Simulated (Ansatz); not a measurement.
## How fast states decay through CsBe2BBrO3F

Aim: relax a made-up compound, CsBe2BBrO3F, and see how good a tunnel barrier it would be. It is built by putting Br for part of the F in the CsBe2BO3F2 structure of space group R32, with the volume rescaled by atomic radii. The parent structure comes from the Materials Project.

Main program and level: Ansatz 0.2.0; PBE DFT, plane waves, PAW files, in the first sound run; inputs show where later runs differ.

The structure was built from a prototype and need not be the compound's stable phase.

### Step 1. Starting point

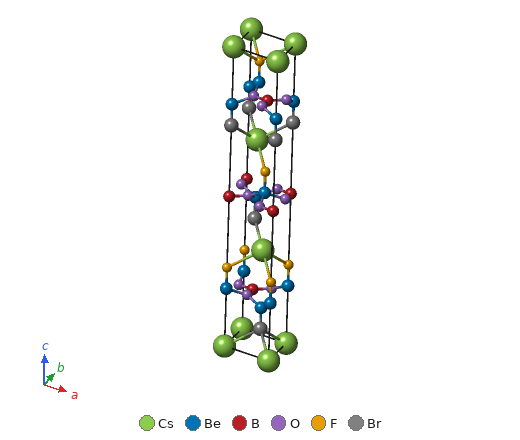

Start, viewed slightly off an axis; caesium green, beryllium blue, boron red, oxygen purple, fluorine orange, bromine grey. This picture shows the conventional cell, with its axes. Bonds to atoms that aren't drawn are left out. Some periodic images of atoms are drawn too.

Coordinates:

```cif
data_structure
_symmetry_space_group_name_H-M 'R3:H'
_symmetry_Int_Tables_number 146
_cell_length_a 4.6550
_cell_length_b 4.6550
_cell_length_c 22.9666
_cell_angle_alpha 90.000
_cell_angle_beta 90.000
_cell_angle_gamma 120.000
_cell_volume 430.99
loop_
_atom_site_label
_atom_site_type_symbol
_atom_site_symmetry_multiplicity
_atom_site_Wyckoff_symbol
_atom_site_fract_x
_atom_site_fract_y
_atom_site_fract_z
_atom_site_occupancy
Cs1 Cs 3 a 0.00000 0.00000 0.00000 1
Be1 Be 3 a 0.00000 0.00000 0.19194 1
Be2 Be 3 a 0.66667 0.33333 0.14140 1
B1 B 3 a 0.33333 0.66667 0.16667 1
O1 O 9 b 0.33333 0.35801 0.16667 1
F1 F 3 a 0.00000 0.00000 0.26238 1
Br1 Br 3 a 0.66667 0.33333 0.07095 1
```

### Step 2. Relaxing the new crystal

The substituted atoms don't fit the parent's cell, so cell and atoms relax together. A small smearing keeps the run stable in case the gap closes on the way.

input.yaml

```yaml
crystal:
  lattice:
    - [2.3275106894, 1.3437889231, 7.6555173319]
    - [-2.3275106894, 1.3437889231, 7.6555173319]
    - [0.0, -2.6875778462, 7.6555173319]
  atoms:
    - { symbol: Cs, position: [0.0, 0.0, 0.0] }
    - { symbol: Be, position: [0.808063, 0.808063, 0.808063] }
    - { symbol: Be, position: [0.191937, 0.191937, 0.191937] }
    - { symbol: B, position: [0.5, 0.5, 0.5] }
    - { symbol: O, position: [0.19134, 0.80866, 0.5] }
    - { symbol: O, position: [0.5, 0.19134, 0.80866] }
    - { symbol: O, position: [0.80866, 0.5, 0.19134] }
    - { symbol: F, position: [0.737619, 0.737619, 0.737619] }
    - { symbol: Br, position: [0.262381, 0.262381, 0.262381] }
kpoints:
  mp_grid: { grid: [6, 6, 6] }
scf:
  occupations: { method: gaussian, width: 0.03 }
hamiltonian:
  xc: pbe
output:
  forces: true
  stress: true
relax:
  f_tol: 0.02
  max_steps: 60
  cell: {}
```

The run is started by

```
> ansatz run input.yaml --threads 2 --pin off --max-ram 4096MiB --backend cpu --events-out ev --progress --plain --runs-dir out
```

Numbers of over 12 decimals in the logs are rounded to 6 here.

The program printed:

```text
basis.fft_grid_basis auto: the FFT boxes are laid along the combinations [[1, 0, -1], [0, 1, -1], [0, 0, 1]] of the cell's own vectors, 4.655, 4.655 and 8.114 Å long. The dense box has 32×32×60 points. Along the cell's own vectors, as sized, it would have 60×60×60, 3.52 times as many. Of the 3 symmetry operations that the crystal satisfies within crystal.symmetry.tolerance (time reversal apart; of a slab, those that  [...]
Engine: ansatz 0.2.0, aarch64-unknown-linux-gnu
Pseudopotentials: kind: paw
Pseudopotential: Cs, paw, valence charge 9, recommended cutoff 420 eV (normal), Cs.paw.azcp
Pseudopotential: Be, paw, valence charge 2, recommended cutoff 420 eV (normal), Be.paw.azcp
Pseudopotential: B, paw, valence charge 3, recommended cutoff 420 eV (normal), B.paw.azcp
Pseudopotential: O, paw, valence charge 6, recommended cutoff 420 eV (normal), O.paw.azcp
Pseudopotential: F, paw, valence charge 7, recommended cutoff 420 eV (normal), F.paw.azcp
Pseudopotential: Br, paw, valence charge 7, recommended cutoff 420 eV (normal), Br.paw.azcp
Functional definition: PBE
  parameter kappa = 0.804
  parameter beta = 0.066725
  exchange = pbe_x(kappa = kappa, mu = beta*pi^2/3)
  correlation = pbe_c(beta = beta)
Crystal: 9 atoms, lattice volume = 143.664 Å³
Basis set: ecut = 420 eV, 2815 PW (Γ), FFT grids on a1−a3, a2−a3, a3, exchange–correlation on 64×64×120 points (8 copies of the dense FFT grid, shifted against one another)
Bands: 33, of which v1, the nominal top of the filled ones, is band 24 counted from 1 (23 counted from 0)
Symmetry: 3 space group operations
Space group: R3 (ITA 146), of the structure as read, at distance tolerance 5.2e-5 Å
k-points: 40 of 216 (time reversal used)
Non-local potential: Cs, projectors of the file, l = 0: 3, l = 1: 2, l = 2: 2, l = 3: 2
Non-local potential: Be, projectors of the file, l = 0: 2, l = 1: 2, l = 2: 1
Non-local potential: B, projectors of the file, l = 0: 2, l = 1: 2, l = 2: 1
Non-local potential: O, projectors of the file, l = 0: 2, l = 1: 2, l = 2: 1
Non-local potential: F, projectors of the file, l = 0: 2, l = 1: 2, l = 2: 1
Non-local potential: Br, projectors of the file, l = 0: 2, l = 1: 2, l = 2: 2
PAW form: soft (Blöchl's): semilocal exchange-correlation on the pseudo side does not see the compensation charge
PAW one-centre angular grid: Cs, 194 points (default); XC on 64 Gauss nodes
PAW one-centre angular grid: Be, 110 points (default); XC on 64 Gauss nodes
PAW one-centre angular grid: B, 110 points (default); XC on 64 Gauss nodes
PAW one-centre angular grid: O, 110 points (default); XC on 64 Gauss nodes
PAW one-centre angular grid: F, 110 points (default); XC on 64 Gauss nodes
PAW one-centre angular grid: Br, 110 points (default); XC on 64 Gauss nodes
Initial density: superposition of atomic densities (neutral atoms: chi_scale 0, normalization atom), corrected by the library's trained network
Initial wavefunctions: pseudopotential atomic-orbital guess
Functional: x = pbe(κ = 0.804, μ = 0.219515), c = pbe(β = 0.066725)
SCF iter   1: F=—  HF=-11314.606968 eV  |F-HF|=—  |Δ(HF+E_count)|=         —  Δρ=2.29e-3  dr2=1.77e-2  ethr=1.77e-3  ⟨swp⟩=10.0  Hψ=8244  notcnv=0  defer=10
preconditioner: auto → Resta (q_TF=auto, 2.273 Å⁻¹)  ε∞=3.1  [insulator: Δε(μ)=5.414 eV  Ē_g=14.990 eV  σ=0.030 eV  W_gap=1.00  n_scr=28 (ndim 8)  ℏωp=21.5 eV  f_vac=0.118  D(μ)=0.00/eV (n_scr^D=0)  ε∞_Penn≈3.1]
SCF iter   2: F=—  HF=-11314.602897 eV  |F-HF|=—  |Δ(HF+E_count)|=   4.07e-3  Δρ=1.01e-3  dr2=3.94e-3  ethr=3.70e-5  ⟨swp⟩=2.8  Hψ=2649  notcnv=0  defer=125
SCF iter   3: F=—  HF=-11314.601880 eV  |F-HF|=—  |Δ(HF+E_count)|=   1.02e-3  Δρ=4.28e-4  dr2=8.50e-4  ethr=8.21e-6  ⟨swp⟩=2.5  Hψ=2137  notcnv=0  defer=125
SCF iter   4: F=—  HF=-11314.601680 eV  |F-HF|=—  |Δ(HF+E_count)|=   2.00e-4  Δρ=2.83e-4  dr2=9.63e-5  ethr=1.77e-6  ⟨swp⟩=2.4  Hψ=2049  notcnv=0  defer=125
SCF iter   5: F=—  HF=-11314.601747 eV  |F-HF|=—  |Δ(HF+E_count)|=   6.69e-5  Δρ=1.31e-4  dr2=1.90e-5  ethr=2.01e-7  ⟨swp⟩=2.0  Hψ=2161  notcnv=0  defer=125
SCF iter   6: F=—  HF=-11314.601747 eV  |F-HF|=—  |Δ(HF+E_count)|=   4.04e-7  Δρ=3.35e-5  dr2=1.47e-6  ethr=3.95e-8  ⟨swp⟩=2.0  Hψ=2157  notcnv=0  defer=125
SCF iter   7: F=—  HF=-11314.601748 eV  |F-HF|=—  |Δ(HF+E_count)|=   7.96e-7  Δρ=1.67e-5  dr2=3.23e-7  ethr=3.06e-9  ⟨swp⟩=2.0  Hψ=2158  notcnv=0  defer=125
SCF iter   8: F=-11314.601748 eV  HF=-11314.601748 eV  |F-HF|=3.53e-8  |Δ(HF+E_count)|=   1.65e-7  Δρ=3.21e-6  dr2=1.60e-8  ethr=2.08e-10  ⟨swp⟩=5.0  Hψ=4992  notcnv=0
SCF 1 converged in 8 iterations: F = -11314.601748 eV  dr2 = 1.60e-8
  greatest PAW one-centre occupation: 0.927 electrons in one spin orbital (limit 2), on the F atom at site 7 (counted from 0), in its partial waves of l = 0
relax step   1: F+E_penalty+E_count = -11314.60174835 eV  Δ(F+E_penalty+E_count) = +0.000e0 eV  max|allowed force component| = 1.382e1 eV/Å  Δτ_max = 0.0000 Å  P = +6.448 GPa  Ω = 143.664 Å³  (8 SCF iters, dr2 threshold 1.00e-7 eV, accepted)
Crystal: 9 atoms, lattice volume = 145.166 Å³
Basis set: ecut = 420 eV, 2853 PW (Γ), FFT grids on a1−a3, a2−a3, a3, exchange–correlation on 64×64×120 points (8 copies of the dense FFT grid, shifted against one another)
Initial density: handed on by an earlier stage of this run
Initial wavefunctions: those handed on with the density
iter 1 solved again at ethr=7.92e-4 eV; its pass at ethr=3.10e-3 eV (dr2=3.80e-1 eV) is discarded
SCF iter   1: F=—  HF=-11316.867085 eV  |F-HF|=—  |Δ(HF+E_count)|=         —  Δρ=1.16e-2  dr2=3.56e-1  ethr=7.92e-4  ⟨swp⟩=1.5  Hψ=7447  notcnv=0
preconditioner: auto → Resta (q_TF=auto, 2.269 Å⁻¹)  ε∞=3.0  [insulator: Δε(μ)=5.337 eV  Ē_g=15.139 eV  σ=0.030 eV  W_gap=1.00  n_scr=28 (ndim 8)  ℏωp=21.4 eV  f_vac=0.112  D(μ)=0.00/eV (n_scr^D=0)  ε∞_Penn≈3.0]
SCF iter   2: F=—  HF=-11316.772549 eV  |F-HF|=—  |Δ(HF+E_count)|=   9.45e-2  Δρ=4.90e-3  dr2=5.17e-2  ethr=7.42e-4  ⟨swp⟩=4.0  Hψ=2669  notcnv=0
SCF iter   3: F=—  HF=-11316.759511 eV  |F-HF|=—  |Δ(HF+E_count)|=   1.30e-2  Δρ=1.40e-3  dr2=2.35e-3  ethr=1.08e-4  ⟨swp⟩=3.3  Hψ=2741  notcnv=0  defer=125
SCF iter   4: F=—  HF=-11316.759347 eV  |F-HF|=—  |Δ(HF+E_count)|=   1.63e-4  Δρ=6.59e-4  dr2=4.78e-4  ethr=4.90e-6  ⟨swp⟩=2.0  Hψ=2159  notcnv=0  defer=125
SCF iter   5: F=—  HF=-11316.759431 eV  |F-HF|=—  |Δ(HF+E_count)|=   8.39e-5  Δρ=1.25e-4  dr2=2.81e-5  ethr=9.96e-7  ⟨swp⟩=2.0  Hψ=2036  notcnv=0  defer=125
SCF iter   6: F=—  HF=-11316.759457 eV  |F-HF|=—  |Δ(HF+E_count)|=   2.55e-5  Δρ=9.54e-5  dr2=8.87e-6  ethr=5.85e-8  ⟨swp⟩=2.0  Hψ=2142  notcnv=0  defer=125
[...]
relax step   7: F+E_penalty+E_count = -11318.38380590 eV  Δ(F+E_penalty+E_count) = -2.345e-2 eV  max|allowed force component| = 1.316e-1 eV/Å  Δτ_max = 0.0567 Å  P = -0.054 GPa  Ω = 149.937 Å³  energy of the carried Pulay correction = -1.342e-2 eV  (6 SCF iters, dr2 threshold 9.00e-7 eV, accepted)
relax step   8: F+E_penalty+E_count = -11318.38435697 eV  Δ(F+E_penalty+E_count) = -5.511e-4 eV  max|allowed force component| = 2.117e-2 eV/Å  Δτ_max = 0.0145 Å  P = -0.068 GPa  Ω = 150.240 Å³  energy of the carried Pulay correction = -1.405e-2 eV  (5 SCF iters, dr2 threshold 9.00e-7 eV, accepted)
relax step   9: F+E_penalty+E_count = -11318.38519755 eV  Δ(F+E_penalty+E_count) = -8.406e-4 eV  max|allowed force component| = 1.361e-2 eV/Å  Δτ_max = 0.0079 Å  P = +0.008 GPa  Ω = 149.953 Å³  energy of the carried Pulay correction = -1.345e-2 eV  (6 SCF iters, dr2 threshold 2.80e-8 eV, accepted)
relax step  10: F+E_penalty+E_count = -11318.45833249 eV  Δ(F+E_penalty+E_count) = -7.313e-2 eV  max|allowed force component| = 1.910e-2 eV/Å  Δτ_max = 0.0000 Å  P = +0.636 GPa  Ω = 149.953 Å³  stress off target by 1.68e0 GPa  SCF on the basis re-selected at this cell (its energy is not comparable with the rows above)  (8 SCF iters)
relax step  11: F+E_penalty+E_count = -11318.47053654 eV  Δ(F+E_penalty+E_count) = -1.220e-2 eV  max|allowed force component| = 1.077e-1 eV/Å  Δτ_max = 0.0455 Å  P = +0.056 GPa  Ω = 153.593 Å³  energy of the carried Pulay correction = -8.845e-3 eV  (7 SCF iters, dr2 threshold 9.00e-7 eV, accepted)
relax step  12: F+E_penalty+E_count = -11318.47160007 eV  Δ(F+E_penalty+E_count) = -1.064e-3 eV  max|allowed force component| = 8.274e-2 eV/Å  Δτ_max = 0.0191 Å  P = -0.080 GPa  Ω = 153.797 Å³  energy of the carried Pulay correction = -9.483e-3 eV  (5 SCF iters, dr2 threshold 7.26e-7 eV, accepted)
relax step  13: F+E_penalty+E_count = -11318.47210126 eV  Δ(F+E_penalty+E_count) = -5.012e-4 eV  max|allowed force component| = 1.037e-2 eV/Å  Δτ_max = 0.0071 Å  P = -0.023 GPa  Ω = 153.734 Å³  energy of the carried Pulay correction = -9.303e-3 eV  (4 SCF iters, dr2 threshold 4.28e-7 eV, accepted)
relax step  14: F+E_penalty+E_count = -11318.48392994 eV  Δ(F+E_penalty+E_count) = -1.183e-2 eV  max|allowed force component| = 1.068e-2 eV/Å  Δτ_max = 0.0000 Å  P = +0.024 GPa  Ω = 153.734 Å³  stress off target by 1.81e-1 GPa  SCF on the basis re-selected at this cell (its energy is not comparable with the rows above)  (7 SCF iters)
relax step  15: F+E_penalty+E_count = -11318.48347445 eV  Δ(F+E_penalty+E_count) = +4.555e-4 eV  max|allowed force component| = 4.099e-3 eV/Å  Δτ_max = 0.0050 Å  P = +0.004 GPa  Ω = 154.096 Å³  energy of the carried Pulay correction = -8.051e-4 eV  (6 SCF iters, dr2 threshold 8.20e-8 eV, accepted)
iter 1 solved again at ethr=4.91e-7 eV; its pass at ethr=3.10e-3 eV (dr2=2.36e-4 eV) is discarded
SCF iter   1: F=—  HF=-11318.484008 eV  |F-HF|=—  |Δ(HF+E_count)|=         —  Δρ=4.06e-5  dr2=1.59e-7  ethr=4.91e-7  ⟨swp⟩=3.6  Hψ=11279  notcnv=0
eigensolver tolerance schedule: the retry pair's looser diagonalisation over-reported the residual by 1485.81 of it (diagonalisation noise at 0.31 of the residual, at the tolerance the schedule requests for it); recorded, not acted on — ethr = c·dr2/N_el stays at c = 1.0e-1
preconditioner: auto → Resta (q_TF=auto, 2.246 Å⁻¹)  ε∞=2.8  [insulator: Δε(μ)=4.456 eV  Ē_g=15.246 eV  σ=0.030 eV  W_gap=1.00  n_scr=30 (ndim 8)  ℏωp=20.7 eV  f_vac=0.112  D(μ)=0.00/eV (n_scr^D=0)  ε∞_Penn≈2.8]
SCF iter   2: F=—  HF=-11318.484248 eV  |F-HF|=—  |Δ(HF+E_count)|=   2.39e-4  Δρ=2.04e-5  dr2=4.16e-8  ethr=3.30e-10  ⟨swp⟩=3.1  Hψ=3158  notcnv=0
SCF iter   3: F=—  HF=-11318.484270 eV  |F-HF|=—  |Δ(HF+E_count)|=   2.26e-5  Δρ=6.14e-6  dr2=5.73e-9  ethr=8.67e-11  ⟨swp⟩=2.0  Hψ=2259  notcnv=0
SCF iter   4: F=—  HF=-11318.484272 eV  |F-HF|=—  |Δ(HF+E_count)|=   1.94e-6  Δρ=9.21e-7  dr2=7.55e-10  ethr=1.19e-11  ⟨swp⟩=2.0  Hψ=2262  notcnv=0
SCF iter   5: F=—  HF=-11318.484272 eV  |F-HF|=—  |Δ(HF+E_count)|=   8.37e-9  Δρ=2.68e-7  dr2=1.04e-10  ethr=1.57e-12  ⟨swp⟩=2.0  Hψ=2204  notcnv=0
SCF iter   6: F=-11318.484272 eV  HF=-11318.484272 eV  |F-HF|=5.46e-12  |Δ(HF+E_count)|=  2.73e-10  Δρ=1.44e-7  dr2=2.58e-11  ethr=1.00e-12  ⟨swp⟩=5.0  Hψ=4707  notcnv=0
SCF 16 converged in 6 iterations: F = -11318.484272 eV  dr2 = 2.58e-11
relax step  16: F+E_penalty+E_count = -11318.48427237 eV  Δ(F+E_penalty+E_count) = -7.979e-4 eV  max|allowed force component| = 4.292e-3 eV/Å  Δτ_max = 0.0000 Å  P = +0.007 GPa  Ω = 154.096 Å³  stress off target by 3.62e-2 GPa  SCF on the basis re-selected at this cell (its energy is not comparable with the rows above)  (6 SCF iters)
basis re-selected at this cell: Δ(F+E_penalty+E_count) = -7.979e-4 eV, ΔP = +0.003 GPa vs the last step (what re-selecting the basis moved, of the pressure what is left beyond the Pulay correction that the steps carried, after the strain that the cell walked since its last selection, with what the two solves' SCF thresholds leave and, on support functions, any second-order correction that the steps lacked; it is no m [...]
SCF converged after 6 iterations
Free energy (F): -11318.484272 eV
Harris-Foulkes:  -11318.484272 eV  (|F-HF|=5.46e-12)
Internal energy: -11318.484272 eV  (E = F + TS)
E sigma→0 (E₀):  -11318.484272 eV
Fermi energy:    4.997117 eV
--- Per-component energies (eV) ---
  E_band       = -233.468241
  E_kinetic    = 1105.601944
  E_local      = -3692.159772  (includes V_loc(G=0)·N_el)
  E_nonlocal   = 339.269116
  E_hartree    = 1461.680597
  E_xc         = -812.417238
  E_vxc        = -695.314513  (∫ρ·V_xc dr)
  E_paw        = -8188.549531  (= ΣΔE_a)
  E_vpaw       = -214.235807  (= ΣTr[D̂ρ^β])
  E_aug_tail   = 0.009716  (compensation charges beyond the density's cutoff)
  E_ewald      = -1531.919105
  E_smearing   = -0.000000  (= −TS)
  E_closure    = 0.000000  (closes the sum)
  Σ components = -11318.484272   (vs F -11318.484272, Δ=0.00e0)
--- Forces (eV/Å), atoms counted from 1 ---
  atom   1  Cs     0.00000000    -0.00000000    -0.00073874
  atom   2  Be     0.00000000    -0.00000000     0.00429633
  atom   3  Be    -0.00000000     0.00000000    -0.00093035
  atom   4  B      0.00000000     0.00000000    -0.00043179
  atom   5  O      0.00406506    -0.00051581    -0.00078122
  atom   6  O     -0.00158583     0.00377835    -0.00078122
  atom   7  O     -0.00247923    -0.00326254    -0.00078122
  atom   8  F     -0.00000000     0.00000000    -0.00281257
  atom   9  Br    -0.00000000     0.00000000     0.00299838
  max |Σ_I F_I| component: 3.76e-5 eV/Å
--- Stress (GPa, compression-positive) ---
       -0.007801      -0.000007      -0.000000
        0.000007      -0.007801      -0.000000
       -0.000000      -0.000000       0.036241
  P = ⅓ Tr σ = 0.0069 GPa (0.069 kbar)
--- Relaxed structure (13 steps of the walk, 13 accepted, 3 SCFs on fresh bases) ---
  F+E_penalty+E_count = -11318.48427237 eV   max|allowed force component| = 4.292e-3 eV/Å   (the final SCF, on the basis selected at the relaxed cell)
  cell:  # Å, volume = 154.0960 Å³
    - [2.250998, 1.299615, 8.779106]
    - [-2.250998, 1.299615, 8.779106]
    - [-7.216586391721167e-19, -2.599229, 8.779106]
  atoms:
    - { symbol: Cs, position: [0.023266, 0.023266, 0.023266] }
    - { symbol: Be, position: [0.806886, 0.806886, 0.806886] }
    - { symbol: Be, position: [0.179477, 0.179477, 0.179477] }
    - { symbol: B, position: [0.494732, 0.494732, 0.494732] }
    - { symbol: O, position: [0.188052, 0.802931, 0.490675] }
    - { symbol: O, position: [0.490675, 0.188052, 0.802931] }
    - { symbol: O, position: [0.802931, 0.490675, 0.188052] }
    - { symbol: F, position: [0.747853, 0.747853, 0.747853] }
    - { symbol: Br, position: [0.266128, 0.266128, 0.266128] }
```

Run time: 2.1 min. Hardware: 2 threads of Arm Neoverse V2, shared host; peak memory 0.51 GiB.

Relaxation path:

```csv
step,energy less that of the first step (eV),largest force component (eV/Å),pressure (GPa),volume (Å³)
1,0.0000,13.8241,6.45,143.66
2,-2.1577,6.7342,2.52,145.17
3,-3.2431,3.0855,1.36,146.50
4,-3.6965,1.1713,1.11,147.99
5,-3.7568,0.5046,0.61,148.97
6,-3.7586,0.4699,0.07,150.08
7,-3.7821,0.1316,-0.05,149.94
8,-3.7826,0.0212,-0.07,150.24
9,-3.7835,0.0136,0.01,149.95
10*,-3.8566,0.0191,0.64,149.95
11,-3.8688,0.1077,0.06,153.59
12,-3.8699,0.0827,-0.08,153.80
13,-3.8704,0.0104,-0.02,153.73
14*,-3.8822,0.0107,0.02,153.73
15,-3.8817,0.0041,0.00,154.10
16*,-3.8825,0.0043,0.01,154.10
```

Relaxation steps marked * repeat the geometry before them on a plane-wave basis chosen anew for their cell, so energy and pressure can jump there.

Forces are held to the 3 operations that the run works with; a distortion that breaks them can't arise in this run.

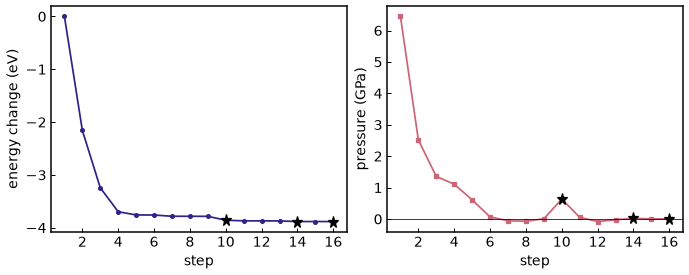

Energy and pressure along the relaxation. Stars mark steps on a basis chosen anew.

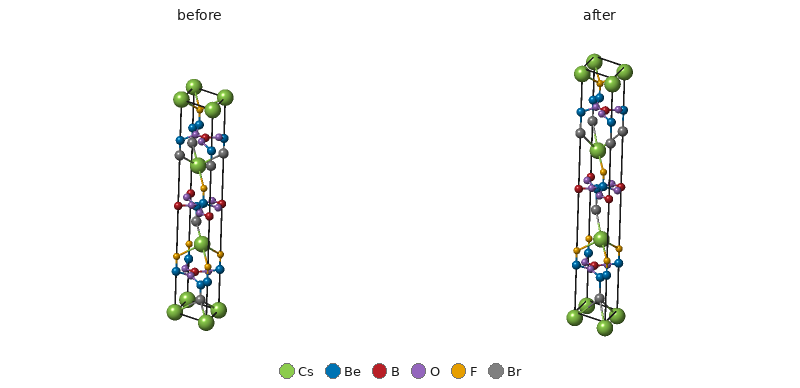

The structure before and after the relaxation, drawn at the same scale. Bonds to atoms that aren't drawn are left out.

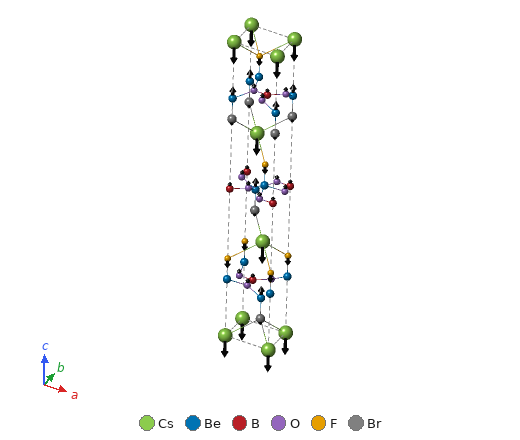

Displacements in the relaxation, exaggerated, measured against the changing cell; the longest in the cell stands for 0.61 Å. Bonds to atoms that aren't drawn are left out. Some periodic images of atoms are drawn too.

```csv
cell as run,before,after,change
a (Å),8.114,9.156,+12.8 %
b (Å),8.114,9.156,+12.8 %
c (Å),8.114,9.156,+12.8 %
α (°),33.34,28.46,-14.6 %
β (°),33.34,28.46,-14.6 %
γ (°),33.34,28.46,-14.6 %
volume (Å³/atom),15.96,17.12,+7.3 %
```

The atoms that moved most (Å, as changes of fractional coordinates times the final cell):

```csv
atom,dx,dy,dz,length
Cs1,0.000,0.000,0.613,0.613
Be3,0.000,0.000,-0.328,0.328
F8,0.000,0.000,0.270,0.270
O7,0.008,-0.011,-0.161,0.162
O5,0.005,0.013,-0.161,0.162
O6,-0.014,-0.001,-0.161,0.162
B4,0.000,0.000,-0.139,0.139
Br9,0.000,0.000,0.099,0.099
```

Numbers from this step:

| Quantity | Value |
| --- | --- |
| free energy | -11318.4843 eV |
| Fermi energy | 4.997 eV |
| pressure | 0.006879 GPa |

The largest force component on a free atom ends at 0.0043 eV/Å.

(Continued in part 2 of 3.)

[Logs are printed without paths, hosts, clocks, repeated set-up lines and the standing remarks that a program may print on its own settings, such as how far it seeks lower states.]

[Hosts, paths, dates, database ids (printed as entryN), source tags and the programs' standing remarks are cut or masked in the printed files.]
